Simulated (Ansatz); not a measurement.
CH6Ge: several calculations on one system

## 1. Relaxation

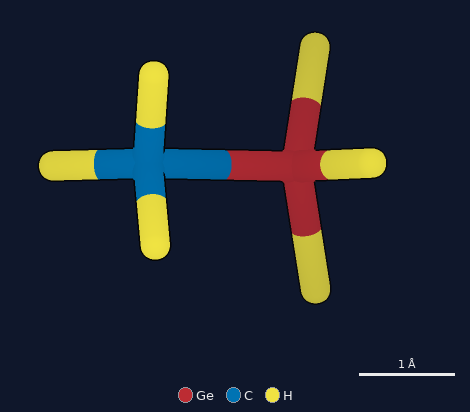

Starting structure of CH$_{6}$Ge. The picture is a stick view, seen from a free direction.

The run prepares an end point of a later path (reaction) calculation, from a guessed geometry.

Computed with RKS PBE0-D4/def2-SVP in Ansatz 0.2.0.

The input:
```yaml
crystal:
  periodic: [false, false, false]
  atoms:
    - { symbol: Ge, position_ang: [0.255928, -0.003717, 0.046191] }
    - { symbol: C, position_ang: [0.919982, -0.014874, 1.873528] }
    - { symbol: H, position_ang: [0.19201, -0.127345, 2.687789] }
    - { symbol: H, position_ang: [1.643143, -0.835262, 1.950332] }
    - { symbol: H, position_ang: [1.448852, 0.93327, 2.026377] }
    - { symbol: H, position_ang: [1.734181, 0.143297, -0.335924] }
    - { symbol: H, position_ang: [-0.596651, 1.217278, -0.327604] }
    - { symbol: H, position_ang: [-0.384945, -1.312646, -0.439489] }
basis:
  gaussian: { orbitals: def2-SVP }
hamiltonian:
  xc: pbe0
  dispersion: d4
relax:
  f_tol: 0.03
  max_steps: 50
```

Run as
```bash
ansatz run input.yaml --threads 1 --pin off --max-ram 2048MiB --backend cpu --events-out ev --progress --plain --runs-dir out
```

Q: Predict the outcome.

A: The largest move after the best rigid fit is that of H6, 0.53 Å. By element the largest moves are H 0.53 Å, Ge 0.15 Å, C 0.06 Å. Some distances before and after: Ge1–C2 1.944 → 1.953 Å, Ge1–H6 1.534 → 1.541 Å, Ge1–H7 1.535 → 1.541 Å. Bond angles that change, for instance: C2–Ge1–H6 84.6° → 110.4°, Ge1–C2–H3 118.1° → 110.4°, H6–Ge1–H8 113.9° → 108.5°. Over 5 geometry steps the energy falls by 0.390 eV. Largest force component: 1.3 eV/Å at the start, 0.0047 eV/Å at the end.

The structure at the end:

```xyz
8

Ge    0.4029    0.0132    0.0510
C     0.9316   -0.0149    1.9307
H     0.0481   -0.1259    2.5756
H     1.6134   -0.8554    2.1244
H     1.4445    0.9200    2.1985
H     1.6417    0.1647   -0.8536
H    -0.5498    1.1939   -0.2217
H    -0.3199   -1.2956   -0.3237
```

After the run, drawn alike:

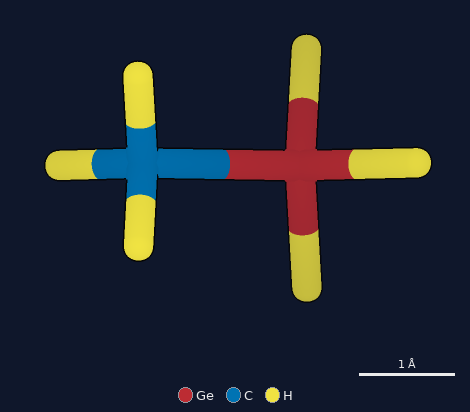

## 2. Relaxation

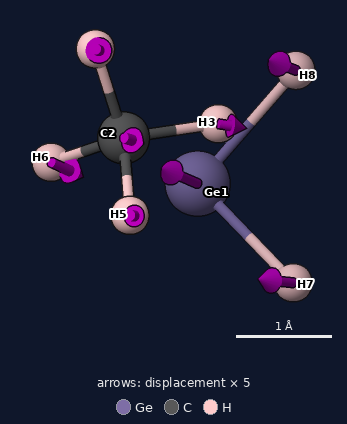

A relaxation of CH₆Ge. The starting structure is drawn; purple arrows show the displacements, 5 times their true length. The two geometries are superimposed by the best rigid fit.

Style: ball-and-stick. Shown from a free direction.

The run prepares an end point of a later path (reaction) calculation, from a guessed geometry.

All numbers below come from Ansatz 0.2.0, RKS PBE0-D4/def2-SVP. (no spin polarisation; force threshold 0.03 eV/Å; at most 50 steps)

> What did the optimiser do to the structure, and how much energy did it gain?

The atom that moves furthest after the best rigid fit is the Ge atom (0.16 Å). Largest moves by element: Ge 0.16 Å, H 0.12 Å, C 0.08 Å. Near-neighbour distances that change, for instance: C–Ge 3.157 → 2.926 Å. The energy falls by 0.016 eV in 3 accepted moves (4 points after the start). Largest force component: 0.16 eV/Å at the start, 0.029 eV/Å at the end. The line search rejected the trial step at point 2 of the run. Cost: 15 s on 1 thread of Arm Neoverse V1 (shared host), peak memory 0.14 GiB.

Limits of the set-up: the start holds two separate molecules, 2.5 Å apart at their closest, whose relative position is a soft coordinate.

## 3. Path

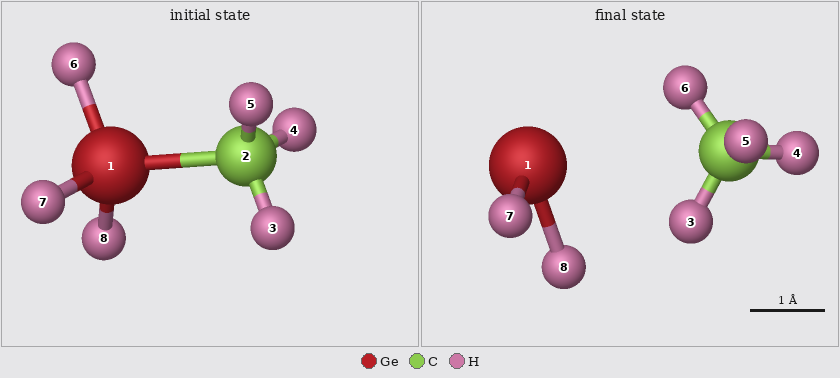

The two relaxed end points of a path for CH6Ge. Style: ball-and-stick. Shown at a tilt.

All numbers below come from RKS PBE0-D4/def2-SVP (Ansatz 0.2.0).

Set-up: 7 movable images; climbing image; force threshold 0.03 eV/Å; iteration limit 60.

Start:
```xyz
8

Ge    0.4043    0.0131    0.0506
C     0.9300   -0.0148    1.9312
H     0.0455   -0.1256    2.5747
H     1.6115   -0.8552    2.1261
H     1.4424    0.9202    2.1996
H     1.6447    0.1644   -0.8521
H    -0.5479    1.1938   -0.2239
H    -0.3179   -1.2958   -0.3251
```

End:
```xyz
8

Ge    0.0034   -0.0778   -0.8457
C     1.3910    0.0376    1.7281
H     0.3147   -0.1899    1.6371
H     1.8741   -0.7978    2.2509
H     1.4993    0.9719    2.2927
H     1.8874    0.1612    0.7495
H    -0.8619    1.0913   -0.1873
H    -0.8955   -1.1966   -0.1440
```

Question: Predict the minimum-energy path and its barrier.

Answer: The energy climbs by 62.1 kcal/mol to image 4 and then falls by 27.8 kcal/mol, so the end point sits at +34.2 kcal/mol. Breaking: Ge1–C2 (1.95 → 2.32 at the top → 2.93 Å), Ge1–H6 (1.54 → 1.55 at the top → 2.48 Å). Forming: C2–H6 (2.88 → 1.61 at the top → 1.10 Å). The band converged in 16 iterations. The largest component of the band force went from 3.9 to 0.022 eV/Å. The climbing image converged on the top of the path. Its vibrational analysis gives one imaginary mode (1211i cm⁻¹), as a transition state must have.

Energies of the converged images:

```tsv
image	path (Å)	E (kcal/mol)
0	0.00	0.0
1	0.38	3.2
2	0.75	17.6
3	1.13	45.7
4	1.50	62.1
5	1.93	44.5
6	2.36	34.6
7	2.79	34.1
8	3.23	34.2
```

The geometry at the top of the path:

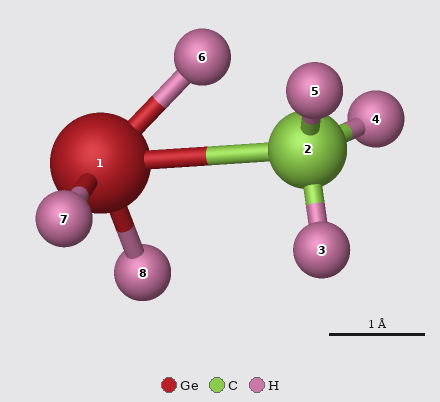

Cost: 4.6 min on 1 thread of Arm Neoverse V1, on a shared host, peak memory 0.14 GiB.
